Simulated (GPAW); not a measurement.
# Ti2C(OH)2 MXene monolayer: work function by functional and basis, part 2 of 2

Aim: the work function of both faces of Ti2C(OH)2 MXene monolayer, and its spread over functionals and bases.

GPAW 26.7.0; GPAW, PAW setups; layer in a repeated cell with vacuum, relaxation of atoms and in-plane cell (the session's first sound run).

So far, upper work function (eV): step 3 (plane waves, PBE) 2.01; step 4 (LDA) 2.23.

## 5. Self-consistent run: xc = "vdW-DF2"

Level of this step: GPAW, PAW setups; slab in vacuum (GPAW).

The same geometry under vdW-DF2, to see how far the functional moves the levels against the vacuum (the van der Waals functionals take revPBE setups).

run.py

```python
import json
import numpy as np
from ase import Atoms
from gpaw import GPAW, PW

slab = Atoms(
    ['H', 'O', 'Ti', 'C', 'Ti', 'O', 'H'],
    positions=[
        [-0.00000, 1.75328, 9.00000],
        [-0.00000, 1.75328, 9.97489],
        [1.51839, 0.87664, 11.25212],
        [0.00000, 0.00000, 12.41420],
        [-0.00000, 1.75328, 13.57628],
        [1.51839, 0.87664, 14.85351],
        [1.51839, 0.87664, 15.82840]],
    cell=[[3.03678, -0.0, 0.0], [-1.51839, 2.62993, 0.0], [0.0, 0.0, 24.8284]],
    pbc=[True, True, False])

slab.calc = GPAW(mode=PW(500), xc='vdW-DF2', kpts={'size': (12, 12, 1), 'gamma': True},
                 occupations={'name': 'fermi-dirac', 'width': 0.05}, nbands='160%',
                 convergence={'density': 1e-05}, maxiter=200,
                 poissonsolver={'dipolelayer': 'xy'},
                 symmetry={'tolerance': 1e-3}, txt='slab.txt')
result = {}
energy = slab.get_potential_energy()
fermi = slab.calc.get_fermi_level()
v = slab.calc.get_electrostatic_potential().mean((0, 1)) - fermi
n = slab.calc.get_pseudo_density().mean((0, 1))
L = slab.cell[2, 2]
z = np.arange(len(v)) * L / len(v)
low, high = slab.positions[:, 2].min(), slab.positions[:, 2].max()
below, above = np.interp([low - 6.8, high + 6.8], z, v)
slopes = [np.interp(x, z, np.gradient(v, z)) for x in (low - 6.8, high + 6.8)]
eps = np.array([[slab.calc.get_eigenvalues(k, s) for k in range(len(slab.calc.get_ibz_k_points()))]
                for s in range(slab.calc.get_number_of_spins())]) - fermi
top, bottom = eps[eps < 0].max(), eps[eps > 0].min()
dipole = slab.get_dipole_moment()[2]
print(f'energy {energy:.4f} eV, Fermi level {fermi:.4f} eV, dipole {dipole:.5f} e A')
print(f'potential 6.8 A off the faces, from the Fermi level: lower {below:.4f} eV, upper {above:.4f} eV')
print(f'slope of the potential there: lower {slopes[0]:.5f}, upper {slopes[1]:.5f} eV/A')
print(f'nearest levels on the mesh: {top:.4f} and {bottom:.4f} eV')
print('magnetic moment', round(slab.get_magnetic_moment(), 3))
result.update(energy=energy, fermi=fermi, dipole=dipole, below=below, above=above, slopes=slopes, edges=[top, bottom],
              z=z.tolist(), v=v.tolist(), n=n.tolist(), positions=slab.positions.tolist(),
              forces=slab.get_forces(apply_constraint=False).tolist(), moments=slab.get_magnetic_moments().tolist())
json.dump(result, open('result.json', 'w'))
```

Run with:

```bash
$ OMP_NUM_THREADS=1 OPENBLAS_NUM_THREADS=1 python run.py
```

The program printed:

```text
energy -158.7309 eV, Fermi level 0.6349 eV, dipole 0.00001 e A
potential 6.8 A off the faces, from the Fermi level: lower 2.9105 eV, upper 2.9105 eV
slope of the potential there: lower -0.00453, upper 0.00453 eV/A
nearest levels on the mesh: -0.0112 and 0.0455 eV
magnetic moment 0.0
```

Elapsed: 2 min, on 1 thread of Arm Neoverse V1, shared host; peak memory 0.44 GiB.

This step gave:

```
dipole along the normal                    : 7.05e-6 e·Å
levels nearest the Fermi level on the mesh : -0.01116, 0.04554 eV from the Fermi level
upper work function                        : 2.910 eV
lower work function                        : 2.910 eV
```

The electrostatic potential energy of an electron (without an applied field's), less the Fermi level, planar mean oscillates, so the rows of the table below give means over windows of 1.56 Å about each position, cut where the curve ends. Its maxima inside the range that stand out by 2 % of the span (Å: eV): 9.3: 0.0301, 10.4: -5.69, 12.0: -8.03, 12.9: -8.03, 14.4: -5.69, 15.5: 0.0301. Its minima: 9.0: -0.967, 10.0: -10.6, 11.2: -19.1, 12.4: -12.7, 13.6: -19.1, 14.8: -10.6, 15.8: -0.967.

Electrostatic potential energy of an electron (without an applied field's), less the Fermi level, planar mean against z; means over each step:

```csv
z (Å),"electrostatic potential energy of an electron (without an applied field's), less the Fermi level, planar mean (eV)"
0.78,2.91
2.34,2.91
3.90,2.89
5.46,2.81
7.02,2.48
8.58,0.640
10.14,-6.94
11.70,-13.3
13.26,-13.3
14.82,-5.91
16.38,0.825
17.94,2.53
19.50,2.82
21.06,2.89
22.62,2.91
24.18,2.91
```

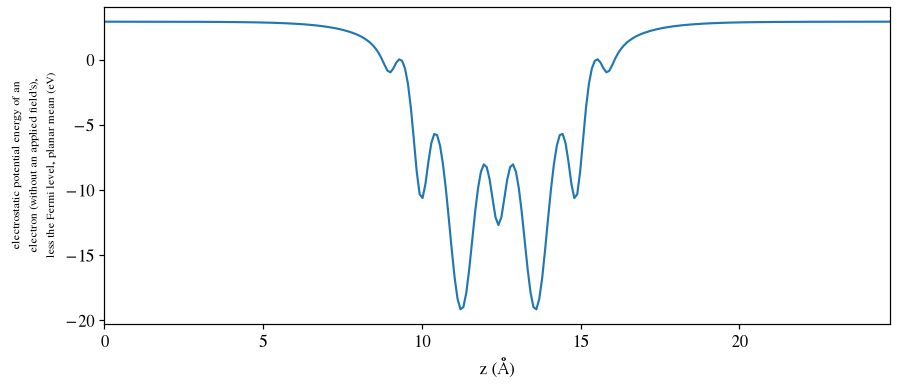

Electrostatic potential energy of an electron (without an applied field's), less the Fermi level, planar mean, plotted against z.

The upper face's work function is 2.910 eV, against 2.015 eV in the first plane-wave PBE run at this geometry.

## 6. OptPBE vdW: xc = "optPBE-vdW"

The same geometry under optPBE-vdW, to see how far the functional moves the levels against the vacuum (the van der Waals functionals take revPBE setups).

Edit run.py of step 5 so:

```diff
@@ -18,3 +18,3 @@
 
-slab.calc = GPAW(mode=PW(500), xc='vdW-DF2', kpts={'size': (12, 12, 1), 'gamma': True},
+slab.calc = GPAW(mode=PW(500), xc='optPBE-vdW', kpts={'size': (12, 12, 1), 'gamma': True},
                  occupations={'name': 'fermi-dirac', 'width': 0.05}, nbands='160%',
```

The program printed:

```text
energy -70.0964 eV, Fermi level 0.9964 eV, dipole 0.00001 e A
potential 6.8 A off the faces, from the Fermi level: lower 2.3723 eV, upper 2.3723 eV
slope of the potential there: lower -0.00064, upper 0.00064 eV/A
nearest levels on the mesh: -0.0196 and 0.0485 eV
magnetic moment 0.0
```

Run time: 97 s. Hardware: 1 thread; peak memory 0.44 GiB.

Numbers from this step:

```yaml
dipole_along_the_normal: 7.16e-6 e·Å
levels_nearest_the_fermi_level_on_the_mesh: -0.01957, 0.04853 eV from the Fermi level
upper_work_function: 2.372 eV
lower_work_function: 2.372 eV
```

The electrostatic potential energy of an electron (without an applied field's), less the Fermi level, planar mean oscillates, so the rows of the table below give means over windows of 1.56 Å about each position, cut where the curve ends. Its maxima inside the range that stand out by 2 % of the span (Å: eV): 9.3: -0.186, 10.4: -5.74, 12.0: -7.99, 12.9: -7.99, 14.4: -5.74, 15.5: -0.186. Its minima: 9.0: -1.23, 10.0: -10.8, 11.2: -19.1, 12.4: -12.7, 13.6: -19.1, 14.8: -10.8, 15.8: -1.23.

The electrostatic potential energy of an electron (without an applied field's), less the Fermi level, planar mean by z; means over each step:

```csv
z (Å),"electrostatic potential energy of an electron (without an applied field's), less the Fermi level, planar mean (eV)"
0.78,2.37
2.34,2.37
3.90,2.37
5.46,2.32
7.02,2.05
8.58,0.318
10.14,-7.03
11.70,-13.2
13.26,-13.2
14.82,-6.03
16.38,0.487
17.94,2.09
19.50,2.33
21.06,2.37
22.62,2.37
24.18,2.37
```

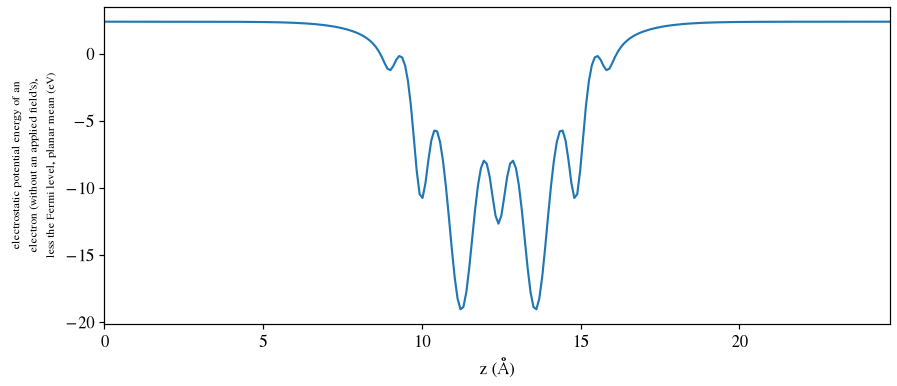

Electrostatic potential energy of an electron (without an applied field's), less the Fermi level, planar mean, plotted against z.

The upper face's work function is 2.372 eV, against 2.015 eV in the first plane-wave PBE run at this geometry.

## 7. Self-consistent run: xc = "revPBE"

The same geometry under revPBE, to see how far the functional moves the levels against the vacuum.

Edit run.py of step 6 so:

```diff
@@ -18,3 +18,3 @@
 
-slab.calc = GPAW(mode=PW(500), xc='optPBE-vdW', kpts={'size': (12, 12, 1), 'gamma': True},
+slab.calc = GPAW(mode=PW(500), xc='revPBE', kpts={'size': (12, 12, 1), 'gamma': True},
                  occupations={'name': 'fermi-dirac', 'width': 0.05}, nbands='160%',
```

The program printed:

```text
energy -46.5936 eV, Fermi level 1.4152 eV, dipole 0.00001 e A
potential 6.8 A off the faces, from the Fermi level: lower 1.8830 eV, upper 1.8830 eV
slope of the potential there: lower -0.00106, upper 0.00106 eV/A
nearest levels on the mesh: -0.0078 and 0.0521 eV
magnetic moment 0.0
```

Wall time 77 s (1 thread); peak memory 0.27 GiB.

This step gave:

```yaml
dipole_along_the_normal: 7.26e-6 e·Å
levels_nearest_the_fermi_level_on_the_mesh: -0.007801, 0.05207 eV from the Fermi level
upper_work_function: 1.883 eV
lower_work_function: 1.883 eV
```

The electrostatic potential energy of an electron (without an applied field's), less the Fermi level, planar mean oscillates, so the rows of the table below give means over windows of 1.56 Å about each position, cut where the curve ends. Its maxima inside the range that stand out by 2 % of the span (Å: eV): 9.3: -0.519, 10.4: -5.98, 12.0: -8.13, 12.9: -8.13, 14.4: -5.98, 15.5: -0.519. Its minima: 9.0: -1.61, 10.0: -11.1, 11.2: -19.2, 12.4: -12.8, 13.6: -19.2, 14.8: -11.1, 15.8: -1.61.

The electrostatic potential energy of an electron (without an applied field's), less the Fermi level, planar mean by z; means over each step:

```csv
z (Å),"electrostatic potential energy of an electron (without an applied field's), less the Fermi level, planar mean (eV)"
0.78,1.88
2.34,1.88
3.90,1.87
5.46,1.82
7.02,1.54
8.58,-0.114
10.14,-7.30
11.70,-13.4
13.26,-13.4
14.82,-6.30
16.38,0.0398
17.94,1.58
19.50,1.83
21.06,1.88
22.62,1.88
24.18,1.88
```

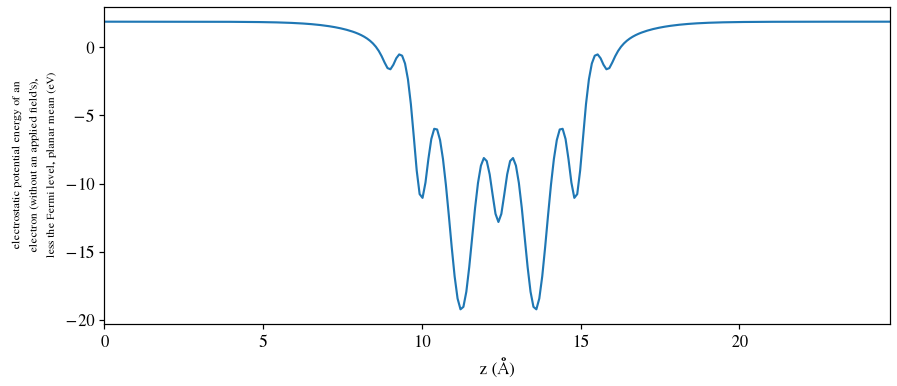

Electrostatic potential energy of an electron (without an applied field's), less the Fermi level, planar mean against z.

The upper face's work function is 1.883 eV, against 2.015 eV in the first plane-wave PBE run at this geometry.

## 8. Self-consistent run: xc = "RPBE"

The same geometry under RPBE, to see how far the functional moves the levels against the vacuum.

Edit run.py of step 7 so:

```diff
@@ -18,3 +18,3 @@
 
-slab.calc = GPAW(mode=PW(500), xc='revPBE', kpts={'size': (12, 12, 1), 'gamma': True},
+slab.calc = GPAW(mode=PW(500), xc='RPBE', kpts={'size': (12, 12, 1), 'gamma': True},
                  occupations={'name': 'fermi-dirac', 'width': 0.05}, nbands='160%',
```

The program printed:

```text
energy -46.2887 eV, Fermi level 1.4088 eV, dipole 0.00001 e A
potential 6.8 A off the faces, from the Fermi level: lower 1.9009 eV, upper 1.9009 eV
slope of the potential there: lower -0.00091, upper 0.00091 eV/A
nearest levels on the mesh: -0.0085 and 0.0532 eV
magnetic moment 0.0
```

Elapsed: 81 s, on 1 thread; peak memory 0.27 GiB.

Numbers from this step:

| Item | Value |
| --- | --- |
| dipole along the normal | 7.22e-6 e·Å |
| levels nearest the Fermi level on the mesh | -0.008505, 0.05324 eV from the Fermi level |
| upper work function | 1.901 eV |
| lower work function | 1.901 eV |

The upper face's work function is 1.901 eV, against 2.015 eV in the first plane-wave PBE run at this geometry.

## 9. Real-space grid: mode = "fd"

A real-space grid is a second complete basis, so it checks the plane-wave result.

Edit run.py of step 8 so:

```diff
@@ -3,3 +3,3 @@
 from ase import Atoms
-from gpaw import GPAW, PW
+from gpaw import GPAW
 
@@ -18,3 +18,3 @@
 
-slab.calc = GPAW(mode=PW(500), xc='RPBE', kpts={'size': (12, 12, 1), 'gamma': True},
+slab.calc = GPAW(mode='fd', h=0.18, xc='PBE', kpts={'size': (12, 12, 1), 'gamma': True},
                  occupations={'name': 'fermi-dirac', 'width': 0.05}, nbands='160%',
```

The program printed:

```text
energy -49.7934 eV, Fermi level -1.9640 eV, dipole -0.00001 e A
potential 6.8 A off the faces, from the Fermi level: lower 1.9638 eV, upper 1.9638 eV
slope of the potential there: lower -0.00042, upper 0.00042 eV/A
nearest levels on the mesh: -0.0099 and 0.0543 eV
magnetic moment 0.0
```

It took 4.1 min on 1 thread; peak memory 0.73 GiB.

This step gave:

```yaml
dipole_along_the_normal: -5.12e-6 e·Å
levels_nearest_the_fermi_level_on_the_mesh: -0.009921, 0.05429 eV from the Fermi level
upper_work_function: 1.964 eV
lower_work_function: 1.964 eV
```

The upper face's work function is 1.964 eV, against 2.015 eV in the first plane-wave PBE run at this geometry.

## 10. Atomic orbitals: mode = "lcao"

Atom-centred orbitals end a few angstrom from the surface, which tests how much the density's tail matters.

Edit run.py of step 9 so:

```diff
@@ -18,4 +18,4 @@
 
-slab.calc = GPAW(mode='fd', h=0.18, xc='PBE', kpts={'size': (12, 12, 1), 'gamma': True},
-                 occupations={'name': 'fermi-dirac', 'width': 0.05}, nbands='160%',
+slab.calc = GPAW(mode='lcao', basis='dzp', h=0.18, xc='PBE', kpts={'size': (12, 12, 1), 'gamma': True},
+                 occupations={'name': 'fermi-dirac', 'width': 0.05}, nbands='120%',
                  convergence={'density': 1e-05}, maxiter=200,
```

The program printed:

```text
energy -47.6466 eV, Fermi level -0.9093 eV, dipole -0.00001 e A
potential 6.8 A off the faces, from the Fermi level: lower 0.9093 eV, upper 0.9093 eV
slope of the potential there: lower -0.00000, upper 0.00000 eV/A
nearest levels on the mesh: -0.0470 and 0.0318 eV
magnetic moment 0.0
```

The job ended after 5.3 min (1 thread; peak memory 0.33 GiB).

Numbers from this step:

```
dipole along the normal                    : -5.16e-6 e·Å
levels nearest the Fermi level on the mesh : -0.04695, 0.03180 eV from the Fermi level
upper work function                        : 0.9093 eV
lower work function                        : 0.9093 eV
```

The upper face's work function is 0.9093 eV, against 2.015 eV in the first plane-wave PBE run at this geometry.

## 11. Cost and result by level

Times are for 1 thread of Arm Neoverse V1, shared host. The runs compared:

```csv
no.,run,upper work function (eV),time,memory (GiB)
1,pw,2.015,80 s,0.27
2,LDA,2.225,75 s,0.27
3,vdW DF2,2.910,2 min,0.44
4,optPBE vdW,2.372,97 s,0.44
5,revPBE,1.883,77 s,0.27
6,RPBE,1.901,81 s,0.27
7,fd,1.964,4.1 min,0.73
8,lcao,0.9093,5.3 min,0.33
```

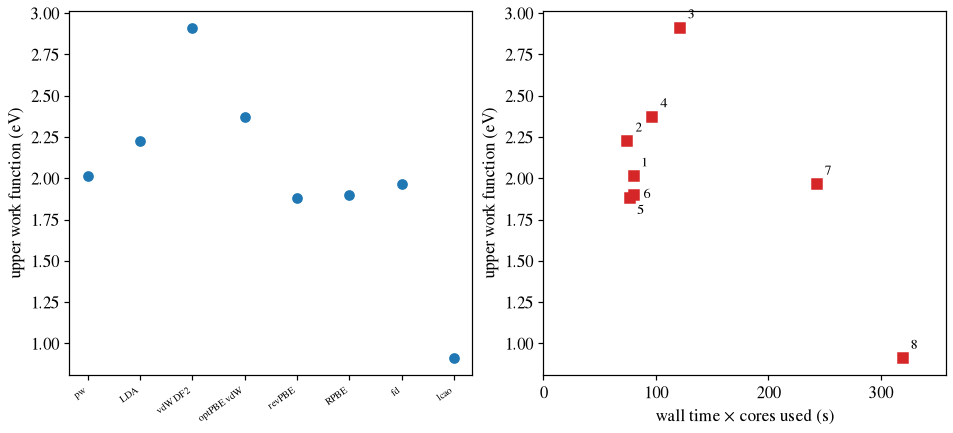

The series as plots; the last panel sets the first result against cost, with the runs numbered as in the table.

## 12. Side by side

Results and costs are gathered.

This step: comparison of work functions, dipole and cost (GPAW 26.7.0).

Ladder, by row:

```csv
step,code,"work function, upper (eV)","work function, lower (eV)",dipole (e Å),wall time (s),peak memory (GiB),threads
pw,GPAW,2.015,2.015,7.37e-6,80.27,0.27,1
LDA,GPAW,2.225,2.225,8.29e-6,74.77,0.27,1
vdW-DF2,GPAW,2.91,2.91,7.05e-6,121.5,0.44,1
optPBE-vdW,GPAW,2.372,2.372,7.16e-6,96.68,0.44,1
revPBE,GPAW,1.883,1.883,7.26e-6,76.67,0.27,1
RPBE,GPAW,1.901,1.901,7.22e-6,80.64,0.27,1
fd,GPAW,1.964,1.964,-5.12e-6,243.5,0.73,1
lcao,GPAW,0.9093,0.9093,-5.16e-6,319.9,0.33,1
```

## 13. A changed run

One more run, with changed settings.

This step: GPAW, PAW setups; slab in vacuum (GPAW 26.7.0).

Edit run.py of step 10 so:

```diff
@@ -3,3 +3,3 @@
 from ase import Atoms
-from gpaw import GPAW
+from gpaw import GPAW, PW
 
@@ -16,7 +16,7 @@
     cell=[[3.03678, -0.0, 0.0], [-1.51839, 2.62993, 0.0], [0.0, 0.0, 24.8284]],
-    pbc=[True, True, False])
+    pbc=[True, True, True])
 
-slab.calc = GPAW(mode='lcao', basis='dzp', h=0.18, xc='PBE', kpts={'size': (12, 12, 1), 'gamma': True},
-                 occupations={'name': 'fermi-dirac', 'width': 0.05}, nbands='120%',
-                 convergence={'density': 1e-05}, maxiter=200,
+slab.calc = GPAW(mode=PW(500), xc='PBE', kpts={'size': (12, 12, 1), 'gamma': True},
+                 occupations={'name': 'fermi-dirac', 'width': 0.05}, nbands='160%',
+                 convergence={'density': 1e-05}, maxiter=75,
                  poissonsolver={'dipolelayer': 'xy'},
```

The program printed:

```text
AssertionError
```

The job ended after 1.1 s (1 thread; peak memory 0.15 GiB).

The input was rejected at the start.

The fault put into the input: a dipole layer in a cell that repeats along the normal (pbc_z = true).

## 14. Results

```yaml
work_function_both_faces: 2.01 eV
dipole_along_the_normal: 7.4e-6 e Å, near the numerical noise
```

What this shows: With plane waves and PBE the work function is 2.01 eV on the upper face and 2.01 eV on the lower. Over the sound runs of the table the upper face's work function spans 0.9093 (lcao) to 2.910 eV (vdW-DF2). Atomic orbitals miss the plane-wave value by -1.1 eV, since they describe the tail of the density in the vacuum poorly. The runs had no spin polarisation, so a magnetic state, which thin layers of d-metal atoms can have, wasn't tested. The layer's cell and atoms come from the relaxation; spin-orbit coupling and temperature are left out.

[Logs are printed without paths, hosts, clocks, repeated set-up lines and the standing remarks that a program may print on its own settings, such as how far it seeks lower states.]

[Hosts, paths, dates, database ids (printed as entryN), source tags and the programs' standing remarks are cut or masked in the printed files.]
